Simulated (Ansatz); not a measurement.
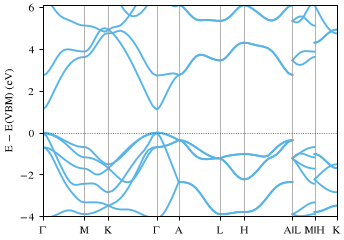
*Band structure from the program Ansatz at the PBE level (PAW)*

Task: Read off the gap and where the band edges lie.

Result: About 1.1 eV (1.11 eV by a search for the band edges); maximum at Γ, minimum at Γ.

The material is CdS (wurtzite, P6_3mc).

The cell was relaxed with PBE under the symmetry of its start; phonons on a q-mesh show no instability. Spin–orbit coupling is left out wherever it is not named.

Potentials: the later of the program's two PAW sets.
